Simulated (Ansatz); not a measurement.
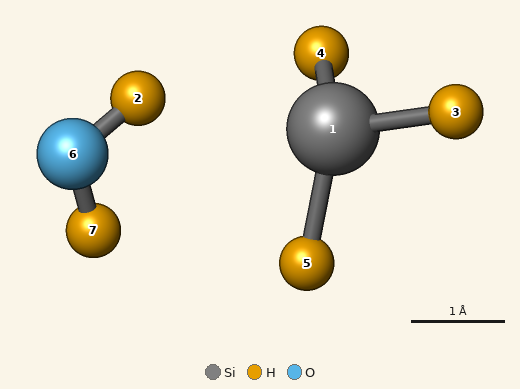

The structure as given in the input (ball-and-stick view, seen at a tilt; atoms are numbered from 1 in the order of the input).

## Run report: SiH₅O, frequency calculation

- system: SiH₅O, multiplicity 2
- method: UKS revPBE-D4/def2-SVP (Ansatz 0.2.0)

It belongs to a series of runs on one base structure; here: vibrations at the highest image of the band. Figures and captions count atoms from 1; the log counts them from 0 in places.

### Input
```yaml
crystal:
  periodic: [false, false, false]
  atoms:
    - { symbol: Si, position_ang: [0.032993, 0.115935, -0.164326] }
    - { symbol: H, position_ang: [0.294526, 0.271683, 2.508431] }
    - { symbol: H, position_ang: [1.326146, -0.128111, -0.892147] }
    - { symbol: H, position_ang: [-0.729695, 1.286763, -0.720838] }
    - { symbol: H, position_ang: [-0.818186, -1.125043, -0.122193] }
    - { symbol: O, position_ang: [-0.048352, -0.273731, 3.246044] }
    - { symbol: H, position_ang: [-0.570432, -0.948595, 2.773528] }
magnetization:
  spin_polarized: true
  initial_magnetization: 1
basis:
  gaussian: { orbitals: def2-SVP }
hamiltonian:
  xc: revpbe
  dispersion: d4
phonons: {}
```

Machine: 1 thread of Arm Neoverse V2, 24 GiB of memory available, shared host.

Launched with:
```bash
ansatz run input.yaml --threads 1 --pin off --max-ram 2048MiB --backend cpu --events-out ev --progress --plain --runs-dir out
```

### What the program printed
```
Engine: ansatz 0.2.0, aarch64-unknown-linux-gnu
Functional definition: revPBE
  parameter kappa = 1.245
  parameter beta = 0.06672455060314922
  exchange = pbe_x(kappa = kappa, mu = beta*pi^2/3)
  correlation = pbe_c(beta = beta)
629 factors; their error is unknown
mean field evaluation 1: about -9992.9006 eV, gradient 3.6e1 eV
mean field evaluation 2: about -9945.3620 eV, gradient 9.8e1 eV
mean field evaluation 4: about -9997.7077 eV, gradient 3.0e0 eV
mean field evaluation 8: about -9997.7786 eV, gradient 5.3e-2 eV
mean field evaluation 16: about -9997.7386 eV, gradient 1.2e-5 eV
mean field -9997.73860611 eV, -367.4101170638 hartree, gradient 1.2e-5 eV, S^2 0.752720; 0 other end points of the search recorded, 0 dependent functions left out
the calculation of the forces begins
reference -9997.73864275 eV, -367.4101184104 hartree; 14, 13 occupied and 43, 44 virtual orbitals, 629 factors
these checks for a lower state are left out or cut short: stability, starts, cluster_reference, orbital_swaps, neighbouring_geometries, increment
629 factors; their error is unknown
mean field -9997.73853618 eV, -367.4101144942 hartree, gradient 2.2e-6 eV, S^2 0.752717; 0 other end points of the search recorded, 0 dependent functions left out
[... from here on the field's lines of each further geometry are left out, up to the last ...]
the calculation of the forces begins
reference -9997.73865960 eV, -367.4101190297 hartree; 14, 13 occupied and 43, 44 virtual orbitals, 629 factors
these checks for a lower state are left out or cut short: stability, starts, cluster_reference, orbital_swaps, neighbouring_geometries, increment
629 factors; their error is unknown
mean field -9997.73850492 eV, -367.4101133452 hartree, gradient 9.6e-7 eV, S^2 0.752720; 0 other end points of the search recorded, 0 dependent functions left out
the calculation of the forces begins
reference -9997.73854157 eV, -367.4101146921 hartree; 14, 13 occupied and 43, 44 virtual orbitals, 629 factors
WARN: phonons: modes at or below zero, which the zero-point energy, F, S and C_V leave out: 1, the lowest at -314.24 cm⁻¹. A minimum has none, and a first-order saddle one
Total energy: -9997.94842692 eV, -367.4178278365 hartree
Atom 0 at     0.032993     0.115935    -0.164326 Å, force     0.002059     0.006163     0.016907 eV/Å
Atom 1 at     0.294526     0.271683     2.508431 Å, force    -0.003150    -0.005867     0.011062 eV/Å
Atom 2 at     1.326146    -0.128111    -0.892147 Å, force    -0.009560    -0.000051    -0.002857 eV/Å
Atom 3 at    -0.729695     1.286763    -0.720838 Å, force     0.004648    -0.011086    -0.003125 eV/Å
Atom 4 at    -0.818186    -1.125043    -0.122193 Å, force     0.002245     0.004391    -0.009134 eV/Å
Atom 5 at    -0.048352    -0.273731     3.246044 Å, force     0.006682     0.011078    -0.013157 eV/Å
Atom 6 at    -0.570432    -0.948595     2.773528 Å, force    -0.002924    -0.004627     0.000305 eV/Å
Dipole moment:    -0.057778    -0.041128    -0.414422 e Å
Vibrations: -314.24 53.98 94.22 129.90 138.98 191.50 712.06 888.35 893.42 1589.00 2138.80 2179.88 2187.02 3613.61 3753.14 cm⁻¹, zero-point energy 1.150814 eV
```

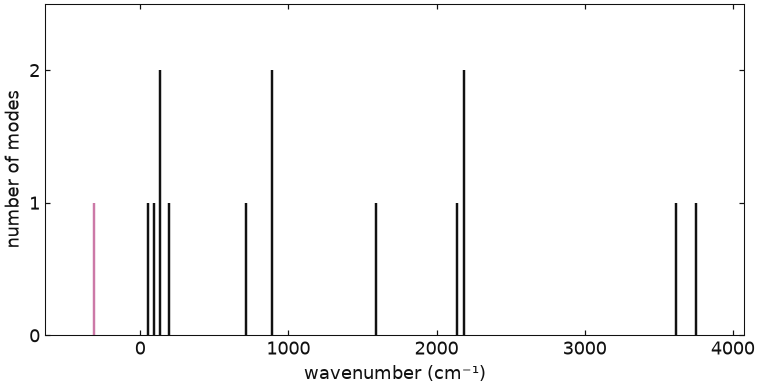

Harmonic vibrational wavenumbers from the force constants; neighbouring modes closer than 18 cm⁻¹ are counted in one stick, and imaginary ones are drawn at negative wavenumbers. 15 modes from 314i to 3753 cm⁻¹, 1 imaginary beyond 8i (314i cm⁻¹): a first-order saddle point, if the geometry is stationary.

### Key numbers

- outcome: converged
- total energy: −9997.9484 eV
- mean-field energy: −9997.7386 eV
- ⟨S²⟩: 0.753
- largest force (length of the vector): 0.018 eV/Å
- wall time: 38 s
- peak memory: 0.1 GiB
